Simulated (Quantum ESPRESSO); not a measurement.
# 2H-MoTe2, 2 layers, AA' stacking: a series in biaxial strain, part 2 of 8

What law, if any, do the results for 2H-MoTe2, 2 layers, AA' stacking follow against biaxial strain?

Quantum ESPRESSO 7.5; plane-wave DFT, PBE, GBRV ultrasoft pseudopotentials.

So far. Step 2 (Variable-cell relaxation of the reference):  The last row is no step: it is a fresh SCF in the final cell with a new plane-wave basis, +0 meV from the row before.

### 3. Relaxing the ions, -4 %

Level of this step: plane-wave DFT, PBE-D3(BJ), GBRV ultrasoft pseudopotentials (Quantum ESPRESSO).

File m0.relax.in:

```
&control
  prefix = 'm0.relax'
  outdir = './out'
  pseudo_dir = './pseudo'
  nstep = 40
  forc_conv_thr = 0.0003
  calculation = 'relax'
  tstress = .true.
/
&system
  ibrav = 0
  nat = 6
  ntyp = 2
  ecutwfc = 50
  ecutrho = 250
  vdw_corr = 'grimme-d3'
  dftd3_version = 4
  occupations = 'smearing'
  smearing = 'fd'
  degauss = 0.002
/
&electrons
  conv_thr = 1e-09
  mixing_beta = 0.4
  electron_maxstep = 120
  mixing_mode = 'plain'
/
&ions
/
ATOMIC_SPECIES
  Te  127.6000  te_pbe_v1.uspp.F.UPF
  Mo  95.9500  mo_pbe_v1.uspp.F.UPF
CELL_PARAMETERS angstrom
  3.37665497184000 0.00000000000000 0.00000000000000
  -1.68832748544000 2.92426898496000 0.00000000000000
  0.00000000000000 0.00000000000000 25.74820526100000
ATOMIC_POSITIONS crystal
  Te  0.333333333300 0.666666666700 0.295521086700
  Mo  0.000000000000 0.000000000000 0.366161416800
  Te  0.333333333300 0.666666666700 0.436901447900
  Te  0.000000000000 0.000000000000 0.563098552100
  Mo  0.333333333300 0.666666666700 0.633838583200
  Te  0.000000000000 0.000000000000 0.704478913300
K_POINTS automatic
  12 12 1 0 0 0
```

On the command line:

```console
OMP_NUM_THREADS=1 mpirun -n 4 pw.x -nk 4 -in m0.relax.in > m0.relax.out
```

The log of the run:

```text
[banner, memory and clock lines left out]
Program PWSCF v.7.5 starts
[citation notice left out]

[...]
Message from routine setup:
[...]
bravais-lattice index     =            0
     lattice parameter (alat)  =       6.3810  a.u.
     unit-cell volume          =    1715.7246 (a.u.)^3
     number of atoms/cell      =            6
     number of atomic types    =            2
     number of electrons       =        52.00
     number of Kohn-Sham states=           31
     kinetic-energy cutoff     =      50.0000  Ry
     charge density cutoff     =     250.0000  Ry
     scf convergence threshold =      1.0E-09
     mixing beta               =       0.4000
     number of iterations used =            8  plain     mixing
     energy convergence thresh.=      1.0E-04
     force convergence thresh. =      3.0E-04
     Exchange-correlation= SLA  PW   PBE  PBE
                           (   1   4   3   4   0   0   0)
     nstep                     =           40

[...]
PseudoPot. # 1 for Te read from file:
     ./pseudo/te_pbe_v1.uspp.F.UPF
     Pseudo is Ultrasoft + core correction, Zval =  6.0
     Generated by new atomic code, or converted to UPF format
     Using radial grid of  891 points,  5 beta functions with:
                l(1) =   0
                l(2) =   0
                l(3) =   1
                l(4) =   1
                l(5) =   2
     Q(r) pseudized with  6 coefficients,  rinner =    1.800   1.800   1.800
                                                       1.800   1.800

     PseudoPot. # 2 for Mo read from file:
     ./pseudo/mo_pbe_v1.uspp.F.UPF
     Pseudo is Ultrasoft + core correction, Zval = 14.0
     Generated by new atomic code, or converted to UPF format
     Using radial grid of  889 points,  6 beta functions with:
                l(1) =   0
                l(2) =   0
                l(3) =   1
                l(4) =   1
                l(5) =   2
                l(6) =   2
     Q(r) pseudized with  6 coefficients,  rinner =    1.000   1.000   1.000
                                                       1.000   1.000

     atomic species   valence    mass     pseudopotential
     Te                6.00   127.60000     Te( 1.00)
     Mo               14.00    95.95000     Mo( 1.00)

     12 Sym. Ops., with inversion, found ( 6 have fractional translation)

[...]
number of k points=    19  Fermi-Dirac smearing, width (Ry)=  0.0020
[...]
Dense  grid:   114335 G-vectors     FFT dimensions: (  36,  36, 250)

     Smooth grid:    82053 G-vectors     FFT dimensions: (  30,  30, 225)

     Initial potential from superposition of free atoms

     starting charge      51.9970, renormalised to      52.0000

     negative rho (up, down):  2.349E-03 0.000E+00
     Starting wfcs are   42 randomized atomic wfcs

     per-process dynamical memory:   105.1 Mb

     Self-consistent Calculation

     iteration #  1     ecut=    50.00 Ry     beta= 0.40
     Davidson diagonalization with overlap
     ethr =  1.00E-02,  avg # of iterations =  2.0

     negative rho (up, down):  2.450E-03 0.000E+00

     total energy              =    -384.21874722 Ry
     estimated scf accuracy    <       1.53303847 Ry

     iteration #  2     ecut=    50.00 Ry     beta= 0.40
[...]
negative rho (up, down):  3.521E-04 0.000E+00

[...]
total energy              =    -384.28845583 Ry
     estimated scf accuracy    <       6.57859855 Ry

     iteration #  3     ecut=    50.00 Ry     beta= 0.40
[...]
negative rho (up, down):  4.362E-04 0.000E+00

[...]
total energy              =    -384.93291359 Ry
     estimated scf accuracy    <       0.11757109 Ry

     iteration #  4     ecut=    50.00 Ry     beta= 0.40
[...]
negative rho (up, down):  8.613E-04 0.000E+00

[...]
total energy              =    -384.94407249 Ry
     estimated scf accuracy    <       0.02929727 Ry

     iteration #  5     ecut=    50.00 Ry     beta= 0.40
[...]
negative rho (up, down):  1.608E-03 0.000E+00

[...]
total energy              =    -384.94444241 Ry
     estimated scf accuracy    <       0.02085191 Ry

     iteration #  6     ecut=    50.00 Ry     beta= 0.40
[...]
negative rho (up, down):  2.447E-03 0.000E+00

[...]
total energy              =    -384.94454420 Ry
     estimated scf accuracy    <       0.00980806 Ry

[...]
iteration # 15     ecut=    50.00 Ry     beta= 0.40
[...]
negative rho (up, down):  2.367E-03 0.000E+00

[...]
total energy              =    -384.94615532 Ry
     estimated scf accuracy    <       0.00000001 Ry

     iteration # 16     ecut=    50.00 Ry     beta= 0.40
[...]
negative rho (up, down):  2.368E-03 0.000E+00

[...]
total energy              =    -384.94615532 Ry
     estimated scf accuracy    <       0.00000005 Ry

     iteration # 17     ecut=    50.00 Ry     beta= 0.40
[...]
negative rho (up, down):  2.368E-03 0.000E+00

[...]
total energy              =    -384.94615532 Ry
     estimated scf accuracy    <          8.1E-09 Ry

     iteration # 18     ecut=    50.00 Ry     beta= 0.40
[...]
negative rho (up, down):  2.367E-03 0.000E+00

[...]
End of self-consistent calculation

          k = 0.0000 0.0000 0.0000 ( 10207 PWs)   bands (ev):

   -56.6683 -56.6683 -30.9309 -30.9309 -30.6725 -30.6725 -30.6725 -30.6725
    -9.4994  -9.2733  -8.5604  -8.2520  -2.0322  -1.2594   0.9881   2.2864
     2.3572   2.3572   2.3630   2.3630   2.8739   3.2057   3.2057   3.2247
     3.2247   3.8455   7.5010   7.5010   7.5981   7.5981   7.7960

          k = 0.0000 0.0962 0.0000 ( 10229 PWs)   bands (ev):

   -56.6672 -56.6672 -30.9279 -30.9279 -30.6864 -30.6864 -30.6757 -30.6757
    -9.3851  -9.1591  -8.4748  -8.1719  -1.9111  -1.1391   0.9366   2.0615
     2.1201   2.1510   2.4525   2.4618   2.8740   3.0547   3.0779   3.1653
     3.2028   3.8842   7.0098   7.1037   7.1579   7.2494   7.4192

[...]
the Fermi energy is     4.4539 ev

!    total energy              =    -384.94615532 Ry
     estimated scf accuracy    <          5.1E-11 Ry
     smearing contrib. (-TS)   =      -0.00000000 Ry
     internal energy E=F+TS    =    -384.94615532 Ry

     The total energy is F=E-TS. E is the sum of the following terms:
     one-electron contribution =   -2133.87463537 Ry
     hartree contribution      =    1076.57623770 Ry
     xc contribution           =     -97.08376333 Ry
     ewald contribution        =     769.65010124 Ry
     DFT-D3 Dispersion         =      -0.21409556 Ry

     convergence has been achieved in  18 iterations

     negative rho (up, down):  2.367E-03 0.000E+00

     Forces acting on atoms (cartesian axes, Ry/au):

     atom    1 type  1   force =     0.00000000   -0.00000000   -0.03358604
     atom    2 type  2   force =     0.00000000    0.00000000   -0.00013441
     atom    3 type  1   force =     0.00000000    0.00000000    0.03265126
     atom    4 type  1   force =     0.00000000    0.00000000   -0.03265126
     atom    5 type  2   force =     0.00000000    0.00000000    0.00013441
     atom    6 type  1   force =    -0.00000000   -0.00000000    0.03358604

     Total force =     0.066244     Total SCF correction =     0.000030

     Computing stress (Cartesian axis) and pressure

     negative rho (up, down):  2.367E-03 0.000E+00
          total   stress  (Ry/bohr**3)                   (kbar)     P=       50.34
   0.00037786  -0.00000000   0.00000000           55.59       -0.00        0.00
  -0.00000000   0.00037786  -0.00000000           -0.00       55.59       -0.00
   0.00000000   0.00000000   0.00027082            0.00        0.00       39.84

     BFGS Geometry Optimization
     Energy error            =      4.4E-03 Ry
     Gradient error          =      3.4E-02 Ry/Bohr

     number of scf cycles    =   1
     number of bfgs steps    =   0

     energy             new  =    -384.9461553248 Ry

     new trust radius        =       0.0335860374 bohr
     new conv_thr            =       0.0000000010 Ry

ATOMIC_POSITIONS (crystal)
Te               0.3333333333        0.6666666667        0.2948308263
Mo               0.0000000000        0.0000000000        0.3661586543
Te               0.3333333333        0.6666666667        0.4375724967
Te               0.0000000000        0.0000000000        0.5624275033
Mo               0.3333333333        0.6666666667        0.6338413457
Te              -0.0000000000       -0.0000000000        0.7051691737

[...]
NEW-OLD atomic charge density approx. for the potential

     negative rho (up, down):  2.340E-03 0.000E+00

     per-process dynamical memory:   119.6 Mb

[...]
!    total energy              =    -384.94980428 Ry
[...]
Total force =     0.044099     Total SCF correction =     0.000061
[...]
number of bfgs steps    =   1
[...]
energy             new  =    -384.9498042776 Ry
[...]
new trust radius        =       0.0369446411 bohr
[...]
!    total energy              =    -384.95214524 Ry
[...]
Total force =     0.021254     Total SCF correction =     0.000047
[...]
number of bfgs steps    =   2
[...]
energy             new  =    -384.9521452356 Ry
[...]
new trust radius        =       0.0354298521 bohr
[...]
!    total energy              =    -384.95288703 Ry
[...]
Total force =     0.003185     Total SCF correction =     0.000019
[...]
number of bfgs steps    =   3
[...]
energy             new  =    -384.9528870296 Ry
[...]
new trust radius        =       0.0032725314 bohr
[...]
!    total energy              =    -384.95289873 Ry
[...]
Total force =     0.003076     Total SCF correction =     0.000016
[...]
number of bfgs steps    =   4
[...]
energy             new  =    -384.9528987319 Ry
[...]
new trust radius        =       0.0035997845 bohr
[...]
!    total energy              =    -384.95291383 Ry
[...]
Total force =     0.003181     Total SCF correction =     0.000003
[...]
number of bfgs steps    =   5
[...]
energy             new  =    -384.9529138261 Ry
[...]
new trust radius        =       0.0053996768 bohr
[...]
!    total energy              =    -384.95303388 Ry
[...]
Total force =     0.004114     Total SCF correction =     0.000005
[...]
number of bfgs steps    =   8
[...]
energy             new  =    -384.9530338824 Ry
[...]
new trust radius        =       0.0182239090 bohr
[...]
Self-consistent Calculation

     iteration #  1     ecut=    50.00 Ry     beta= 0.40
     Davidson diagonalization with overlap
     ethr =  1.00E-06,  avg # of iterations =  6.1

     Threshold (ethr) on eigenvalues was too large:
     Diagonalizing with lowered threshold

     Davidson diagonalization with overlap
     ethr =  6.93E-08,  avg # of iterations =  3.9

     negative rho (up, down):  2.425E-03 0.000E+00

     total energy              =    -384.95307713 Ry
     estimated scf accuracy    <       0.00008591 Ry

[...]
iteration # 13     ecut=    50.00 Ry     beta= 0.40
[...]
negative rho (up, down):  2.424E-03 0.000E+00

[...]
End of self-consistent calculation

          k = 0.0000 0.0000 0.0000 ( 10207 PWs)   bands (ev):

   -56.6549 -56.6549 -30.9017 -30.9017 -30.6316 -30.6316 -30.6316 -30.6316
    -9.3827  -9.1053  -8.5522  -8.2116  -1.9359  -1.0920   0.8800   2.2197
     2.6301   2.6301   2.6368   2.6368   2.8211   3.4232   3.4232   3.4446
     3.4446   3.7942   7.4730   7.4730   7.6051   7.6051   7.7292

          k = 0.0000 0.0962 0.0000 ( 10229 PWs)   bands (ev):

   -56.6537 -56.6537 -30.8990 -30.8990 -30.6449 -30.6449 -30.6347 -30.6347
    -9.2697  -8
```

Run time: 11 min. Hardware: 4 MPI ranks of Arm Neoverse V2, shared host; peak memory 0.93 GiB; 44 min of CPU time.

The steps of the relaxation:

```tsv
step	energy less that of the first step (eV)	largest force (eV/Å)
1	0.0000	0.8635
2	-0.0496	0.5826
3	-0.0815	0.2952
4	-0.0916	0.0429
5	-0.0917	0.0349
6	-0.0920	0.0443
7	-0.0923	0.0533
8	-0.0928	0.0618
9	-0.0936	0.0691
10	-0.0946	0.0734
11	-0.0959	0.0716
12	-0.0971	0.0538
13	-0.0974	0.0326
14	-0.0975	0.0138
15	-0.0975	0.0021
```

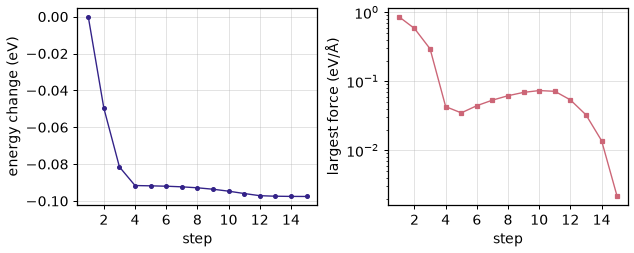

Energy and largest force along the relaxation.

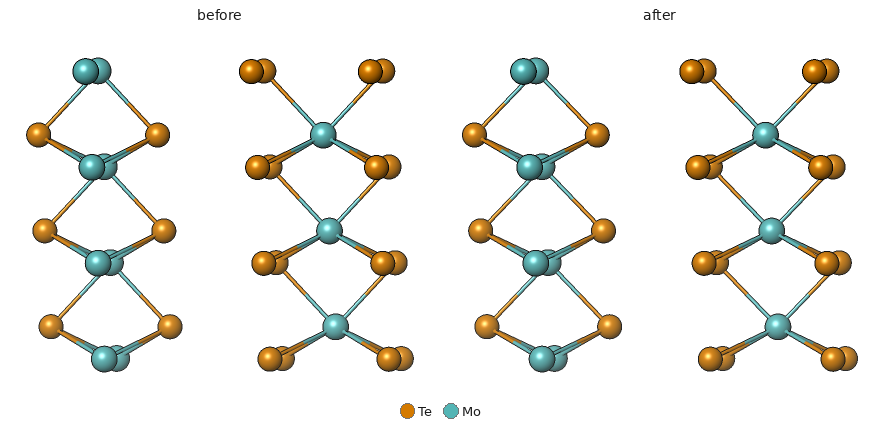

The structure before and after the relaxation, drawn at the same scale. Bonds to atoms that aren't drawn are left out.

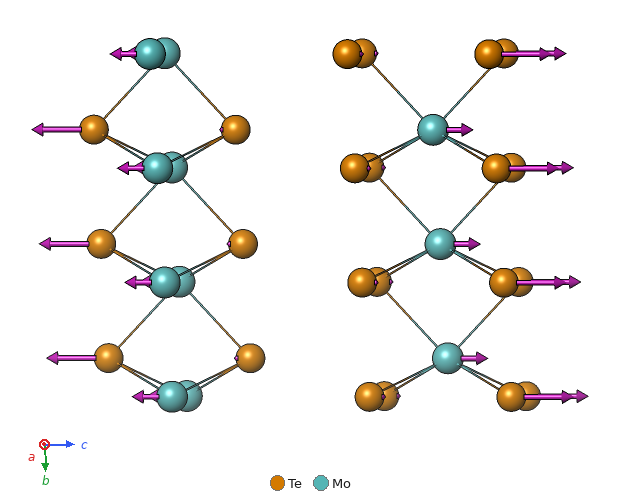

Displacements in the relaxation, exaggerated; the longest in the cell stands for 0.13 Å. Bonds to atoms that aren't drawn are left out. 1×3×1 cells are drawn. Some periodic images of atoms are drawn too.

The atoms that moved most (Å):

```tsv
atom	dx	dy	dz	length
Te1	0.000	0.000	-0.127	0.127
Te6	0.000	0.000	0.127	0.127
Mo2	0.000	0.000	-0.069	0.069
Mo5	0.000	0.000	0.069	0.069
Te4	0.000	0.000	0.011	0.011
Te3	0.000	0.000	-0.011	0.011
```

Final coordinates:

```xyz
6
Lattice="3.3767 0.0000 0.0000 -1.6883 2.9243 0.0000 0.0000 0.0000 25.7482" Properties=species:S:1:pos:R:3
Te    0.0000    1.9495    7.4820
Mo    0.0000    0.0000    9.3586
Te    0.0000    1.9495   11.2384
Te    0.0000    0.0000   14.5098
Mo    0.0000    1.9495   16.3896
Te    0.0000    0.0000   18.2662
```

The relaxation lowers the energy by 16 meV an atom.

Numbers from this step:

```
free energy  : -5237.5568 eV
Fermi energy : 4.500 eV
```

(Part 2 of 8 ends here.)

[Logs are printed without paths, hosts, clocks, repeated set-up lines and the standing remarks that a program may print on its own settings, such as how far it seeks lower states.]

[Hosts, paths, dates, database ids (printed as entryN), source tags and the programs' standing remarks are cut or masked in the printed files.]

[Maps of the electrostatic potential energy from Ansatz leave out the sawtooth potential of an applied field or a dipole correction, so their vacuum need not be flat; planar profiles and work functions include it.]
